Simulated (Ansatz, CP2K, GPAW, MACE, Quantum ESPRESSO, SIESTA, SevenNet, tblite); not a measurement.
# tblite runs on H-capped AlP nanocrystal (rod) (34 atoms)

Wanted: tblite inputs and outputs for H-capped AlP nanocrystal (rod) (34 atoms), checked against a plane-wave reference.

Method: the method is named at each step, in tblite 0.8.0.

**1. Starting point**

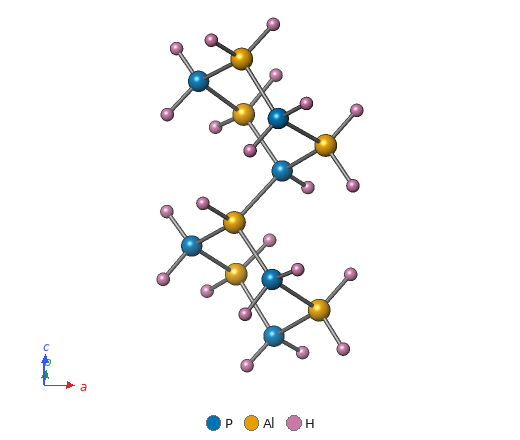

Start, viewed slightly off an axis; phosphorus blue, aluminium orange, hydrogen pink.

The cell holds 34 atoms: 6 P, 6 Al and 22 H. Its edges and angles: a = 15.829 Å, b = 15.829 Å, c = 21.292 Å, α = 90.0°, β = 90.0°, γ = 90.0°. It derives from AlP (zinc-blende). Rod of size parameter 3.1 Å cut from zinc-blende AlP (a = 5.463 Å), atoms with fewer than two neighbours dropped, broken bonds capped with H, 10 Å of vacuum. Then every atom was moved at random, 0.03 Å r.m.s. a Cartesian component (hydrogen 0.6 of that). Regions: crystal, 12 atoms (6 P and 6 Al); hydrogen, 22 atoms (22 H). Vacuum lies along a, b and c.

The yardstick, on the same geometry:

| Property | Result |
| --- | --- |
| method | Kohn-Sham DFT, PBE, PAW, plane waves (Ansatz 0.2.0); cutoff 420 eV, Γ point, fermi-dirac smearing of 0.05 eV; PAW set soft_2 |
| r.m.s. force component | 0.849 eV/Å |
| longest force | 3.836 eV/Å |
| gap (highest filled to lowest empty level) | 3.074 eV |
| SCF cycles | 8 |
| time | 6.5 s on 8 threads of Arm Neoverse V2, shared host |
| CPU time | 43 s |

**2. GFN2-xTB**

Method: GFN2-xTB tight binding, diagonalisation.

The input, run.py:

```python
import numpy as np
from ase.io import read
from tblite.ase import TBLite

atoms = read("structure.xyz")
atoms.calc = TBLite(method="GFN2-xTB", electronic_temperature=580, accuracy=1.0, max_iterations=250, mixer_damping=0.1, verbosity=1)
energy = atoms.get_potential_energy()
forces = atoms.get_forces()
print(f"energy {energy:.6f} eV")
print("forces (eV/A)")
for i, (a, f) in enumerate(zip(atoms, forces)):
    print(f"{i:4d} {a.symbol:2s} {f[0]:10.5f} {f[1]:10.5f} {f[2]:10.5f}")
print("charges (e)")
print(np.array2string(atoms.get_charges(), precision=4, suppress_small=True, max_line_width=110, threshold=100000))
```

The input, structure.xyz:

```xyz
34
Lattice="15.82930 0.00000 0.00000 0.00000 15.82930 0.00000 0.00000 0.00000 21.29230" Properties=species:S:1:pos:R:3 pbc="T T T"
P 5.82297 8.55574 8.60550
P 5.83721 8.54909 14.06655
P 8.51015 5.83705 8.65426
P 8.50524 5.83658 13.98798
P 8.49099 8.53231 5.78938
Al 7.17051 9.89300 7.26557
Al 9.93922 7.16656 7.24109
Al 7.19315 7.22703 9.95436
P 8.54576 8.53168 11.26895
Al 7.20835 9.86672 12.57097
Al 9.93890 7.21784 12.68063
Al 7.22497 7.14424 15.40349
H 4.96660 9.36446 9.39842
H 5.02232 7.71409 7.76019
H 4.94666 7.75018 13.19952
H 5.06886 9.32726 14.81965
H 7.75952 5.01377 7.75615
H 9.34103 4.95790 9.35605
H 9.40672 5.00649 14.84669
H 7.71346 4.99035 13.18419
H 7.73309 7.77852 5.04223
H 9.35654 9.36636 4.99517
H 8.11679 10.84766 8.09831
H 6.23579 10.82708 6.30359
H 10.82487 8.11473 8.13430
H 10.78482 6.27774 6.32701
H 6.24260 6.27695 10.87632
H 9.32124 9.39295 10.45324
H 8.11236 10.85510 13.56618
H 6.29800 10.85653 11.73121
H 10.88613 6.27078 11.74909
H 10.81743 8.05854 13.59045
H 6.30354 6.29056 16.28073
H 8.11426 8.09210 16.26157
```

The run is started by

```console
$ OMP_NUM_THREADS=1 python run.py > output.txt
```

Output:

```text
------------------------------------------------------------
  cycle        total energy    energy error   density error
------------------------------------------------------------
      1     -32.32663937802  -3.2562978E+01   4.1568324E-01
      2     -32.43590981962  -1.0927044E-01   3.6807644E-01
      3     -32.52338770024  -8.7477881E-02   1.9726790E-01
      4     -32.41146979048   1.1191791E-01   2.1715759E-01
      5     -32.42170115581  -1.0231365E-02   1.9757874E-01
      6     -32.70995357027  -2.8825241E-01   1.0996823E-01
      7     -32.75060533312  -4.0651763E-02   8.1265963E-02
      8     -32.81355249771  -6.2947165E-02   2.1981443E-02
      9     -32.81340606121   1.4643650E-04   1.6372653E-02
     10     -32.81414853129  -7.4247008E-04   1.0599212E-02
     11     -32.81414409343   4.4378606E-06   7.5036486E-03
     12     -32.81420966758  -6.5574147E-05   3.3116289E-03
     13     -32.81422682687  -1.7159291E-05   2.0416199E-03
     14     -32.81421994746   6.8794031E-06   1.2488143E-03
     15     -32.81422417755  -4.2300897E-06   7.9774816E-04
     16     -32.81422198134   2.1962081E-06   9.2264676E-04
     17     -32.81422845651  -6.4751602E-06   3.1271312E-04
     18     -32.81422908980  -6.3329801E-07   1.4843231E-04
     19     -32.81422915659  -6.6785375E-08   1.0296251E-04
     20     -32.81422915032   6.2713923E-09   7.3056936E-05
     21     -32.81422916831  -1.7996335E-08   4.4648917E-05
     22     -32.81422917905  -1.0738248E-08   2.5524509E-05
     23     -32.81422918387  -4.8166839E-09   8.2653228E-06
------------------------------------------------------------
 total:                                   0.240 sec
energy -892.920657 eV
forces (eV/A)
   0 P    -0.50803   -0.32636   -0.04860
   1 P     0.92929   -1.41693   -1.86069
   2 P     0.15509   -0.26118   -0.85515
   3 P     0.85534   -0.52568    0.09148
   4 P     1.81570    1.31840    2.10176
   5 Al   -0.05838    2.20922   -1.11785
   6 Al    0.82252    0.26578   -0.25483
   7 Al   -0.87810   -0.72443    1.22054
   8 P     0.62665   -0.18699   -0.48930
   9 Al   -0.31463    2.28221    0.93016
  10 Al    1.30390   -0.58934   -0.74761
  11 Al   -0.57666    0.30267    1.33698
  12 H     0.11157   -0.59107   -0.58932
  13 H    -0.01613    0.61898    0.66582
  14 H     0.35667    0.86096    0.98340
  15 H    -1.05733    0.49626    0.43123
  16 H     0.48777    0.06126    0.63664
  17 H    -0.40007    0.01867   -0.31602
  18 H    -1.14193    0.48414   -1.10457
  19 H     0.45133   -0.24448    0.44624
  20 H    -0.86930   -0.86881   -1.76960
  21 H    -0.94910   -0.86913    0.19435
  22 H     0.03215   -0.56419    0.11140
  23 H     0.21863   -0.65386    0.33548
  24 H    -0.41114    0.03761    0.04173
  25 H    -0.08941   -0.26997   -0.18542
  26 H     0.33306    0.37379   -0.26451
  27 H    -0.21122   -0.22971    0.31809
  28 H    -0.25859   -0.83410   -0.32910
  29 H    -0.08886   -0.49984   -0.15218
  30 H    -0.59571    0.15775    0.14717
  31 H    -0.07831    0.34588    0.41942
  32 H    -0.19367   -0.26857   -0.03317
  33 H     0.19690    0.09106   -0.29397
charges (e)
[-0.0522 -0.1463 -0.0851 -0.0861 -0.1647  0.3446  0.3548  0.3214 -0.2016  0.3538  0.3627  0.3496  0.1181
  0.081   0.0668  0.1058  0.0751  0.1152  0.0711  0.0974  0.1146  0.0951 -0.1986 -0.2407 -0.1923 -0.2084
 -0.2242  0.1062 -0.2224 -0.2525 -0.2591 -0.1795 -0.2286 -0.1911]
```

It took 0.7 s on 1 thread of Arm Neoverse V2, shared host; peak memory 0.24 GiB.

Banners, paths, timers and routine set-up lines are dropped from the logs unmarked, and long logs keep their key lines alone; longer cuts are marked.

Numbers from this run, and their distance from the reference:

```yaml
r_m_s_force_component: 0.7579 eV/Å
r_m_s_difference_of_force_components: 351.6 meV/Å
longest_difference_of_force_vectors: 1114 meV/Å
force_difference_over_r_m_s_force: 41.41 %
slope_of_forces_against_the_reference_s: 0.8127
correlation_of_force_components: 0.9104
```

Length of the force difference by element (eV/Å):

```
element  atoms  mean  most
     Al      6  0.47  0.70
      H     22  0.56   1.1
      P      6  0.67   1.0
```

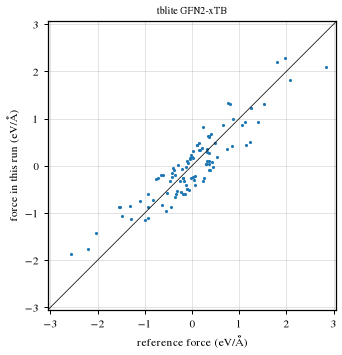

Force components against those of the reference; the line marks equality.

Local excerpt of 9 atoms (numbers count through the whole input) about H31, whose charge lies farthest from its element's mean; x, y, z are measured from there.

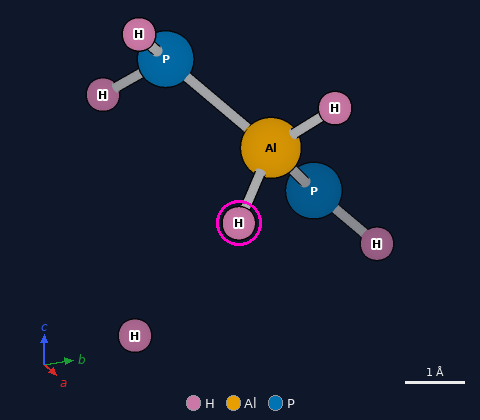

The atoms of the table, within 3.7 Å (arrows a, b, c point along x, y, z); some may hide others; the central atom is ringed.

```csv
atom,x,y,z,distance (Å),bonds,Mulliken charge (e),Fx,Fy,Fz (eV/Å)
H31,0.00,0.00,0.00,0.00,1,-0.26,-0.60,0.16,0.15
Al11,-0.95,0.95,0.93,1.63,4,0.36,1.30,-0.59,-0.75
H32,-0.07,1.79,1.84,2.57,1,-0.18,-0.08,0.35,0.42
H18,-1.55,-1.31,-2.39,3.14,1,0.12,-0.40,0.02,-0.32
P9,-2.34,2.26,-0.48,3.29,4,-0.20,0.63,-0.19,-0.49
P4,-2.38,-0.43,2.24,3.30,4,-0.09,0.86,-0.53,0.09
H19,-1.48,-1.26,3.10,3.66,1,0.07,-1.14,0.48,-1.10
H20,-3.17,-1.28,1.44,3.71,1,0.10,0.45,-0.24,0.45
H28,-1.56,3.12,-1.30,3.73,1,0.11,-0.21,-0.23,0.32
```

Atoms are counted from 1 here, from 0 in the log.

Forces lie 41 % from the reference's, at 0.016 times its CPU time (on 1 against 8 cores).

**3. GFN1-xTB**

Method: GFN1-xTB tight binding, diagonalisation.

run.py: that of step 2 with these lines changed.

```diff
@@ -5,3 +5,3 @@
 atoms = read("structure.xyz")
-atoms.calc = TBLite(method="GFN2-xTB", electronic_temperature=580, accuracy=1.0, max_iterations=250, mixer_damping=0.1, verbosity=1)
+atoms.calc = TBLite(method="GFN1-xTB", electronic_temperature=580, accuracy=1.0, max_iterations=250, mixer_damping=0.1, verbosity=1)
 energy = atoms.get_potential_energy()
```

structure.xyz is that of step 2.

Output:

```text
------------------------------------------------------------
  cycle        total energy    energy error   density error
------------------------------------------------------------
      1     -35.43901548609  -3.5608720E+01   3.1130306E-01
      2     -35.51141249713  -7.2397011E-02   2.7961609E-01
      3     -35.49952871780   1.1883779E-02   1.1985220E-01
      4     -35.56765274987  -6.8124032E-02   4.2437308E-02
      5     -35.56876959054  -1.1168407E-03   2.9987170E-02
      6     -35.57194355385  -3.1739633E-03   7.0322202E-03
[...]
12     -35.57233793795  -7.6414786E-08   5.2490030E-05
     13     -35.57233790281   3.5143273E-08   6.3455153E-05
     14     -35.57233794651  -4.3703253E-08   1.1866427E-05
------------------------------------------------------------
 total:                                   0.162 sec
energy -967.972620 eV
forces (eV/A)
   0 P     0.70954   -0.34394   -0.32968
   1 P     1.95569   -1.48737   -1.93542
   2 P     0.18012    0.86107   -1.16503
   3 P     0.87989    0.64255    0.20691
   4 P     1.78491    1.28374    3.30363
   5 Al   -0.17870    1.04995   -1.01156
[...]
31 H     0.13635    0.32425    0.41309
  32 H    -0.25868   -0.33737    0.25624
  33 H     0.13752    0.02562   -0.10884
charges (e)
[-0.0431 -0.0595 -0.0532 -0.0396 -0.0811  0.2352  0.2411  0.2079 -0.0949  0.2386  0.2521  0.2396  0.0958
  0.0682  0.0477  0.089   0.0613  0.0914  0.0655  0.0713  0.0863  0.0812 -0.1501 -0.1874 -0.1523 -0.1599
 -0.197   0.0734 -0.1826 -0.1808 -0.1938 -0.1409 -0.1737 -0.1559]
```

Elapsed: 0.62 s, on 1 thread; peak memory 0.24 GiB.

Numbers from this run, and their distance from the reference:

```
r.m.s. force component                  : 0.7405 eV/Å
r.m.s. difference of force components   : 363.1 meV/Å
longest difference of force vectors     : 1085 meV/Å
force difference over r.m.s. force      : 42.77 %
slope of forces against the reference's : 0.7889
correlation of force components         : 0.9045
```

Against the first run (41 %), the force difference from the reference is 43 %, at 0.88 times the CPU time (14 SCF steps against 23).

**4. All runs compared**

Differences are against the plane-wave reference, forces as r.m.s. over components; share is that over the reference's r.m.s. force, slope the least-squares factor from reference forces to these. Total energies of different programs have different zeros and aren't compared.

```csv
run,"Δ force, r.m.s. (meV/Å)",share (%),slope,cores,CPU time,memory (GiB)
reference,-,-,-,8,43 s,2.6
tblite GFN2-xTB,352,41.4,0.813,1,0.69 s,0.24
tblite GFN1-xTB,363,42.8,0.789,1,0.61 s,0.24
```

CPU time is summed over cores on a shared host, where runs went side by side, so it is rough. Symmetry, cutoffs, thresholds, outputs and thread counts weren't matched or tuned between programs; memory under MPI is the largest rank's times the ranks.

Mean charges by element (e), by run and scheme:

```csv
run,scheme,P,Al,H
reference,Löwdin,+0.02,+0.41,-0.06
tblite GFN2-xTB,Mulliken,-0.12,+0.35,-0.06
tblite GFN1-xTB,Mulliken,-0.06,+0.24,-0.05
```

The reference's Löwdin charges lack the electrons that the projection spills, 0.037 e an atom on average.

**5. What came out**

```
nearest in forces : tblite GFN2-xTB, 41 %
its CPU time      : 0.69 s
```

Tight binding differs by 41 % (tblite GFN2-xTB) to 43 % (tblite GFN1-xTB); it is another model, with fitted parameters of its own, and the xTB methods hold dispersion. Of the electronic-structure runs that take under half the reference's CPU time, tblite GFN2-xTB comes nearest, at 41 % in 0.69 s against 43 s. Charges hang on model, scheme and program or settings: among these rows the mean for Al runs from +0.24 to +0.41 e. Periodic xTB results under one method name differ between programs and library versions. Caps of real hydrogen don't mimic the fractional bonds of a polar compound, so surface states and strained caps may belong to the model.

[Also dropped from logs without a mark: logging warnings of Python, and SIESTA's first energy breakdown and zero terms.]

[Logs are printed without paths, hosts, clocks, repeated set-up lines and the standing remarks that a program may print on its own settings, such as how far it seeks lower states.]

[Hosts, paths, dates, database ids (printed as entryN), source tags and the programs' standing remarks are cut or masked in the printed files.]
